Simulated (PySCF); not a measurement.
C2H4OS, SMILES O/C=C\S, PBE0/def2-SVP optimised geometry. Atoms within 1.6 Å of the plane z = 1.5 Å (x, y, z in Å): O1 (1.46, -1.01, 0.00), C2 (0.14, -1.01, 0.00), C3 (-0.65, 0.08, 0.00), H5 (1.74, -0.08, -0.01), H6 (-0.29, -2.02, 0.00), H7 (-1.74, -0.02, -0.01), H8 (0.04, 2.02, 1.20).

Level of theory: PySCF with PBE0/def2-TZVP.

Map of the Laplacian of the electron density (e/bohr⁵) on the plane z = 1.5 Å:

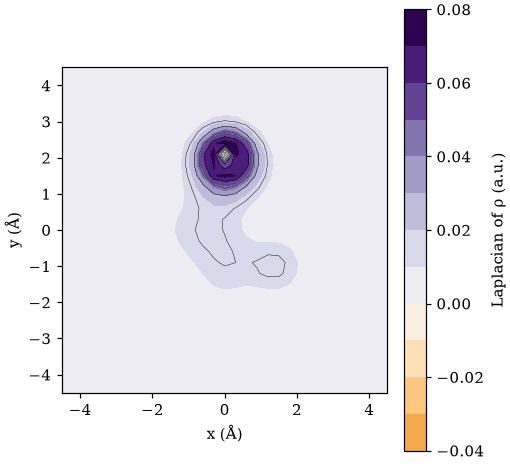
Laplacian of the electron density (e/bohr⁵) on the plane z = 1.5 Å.
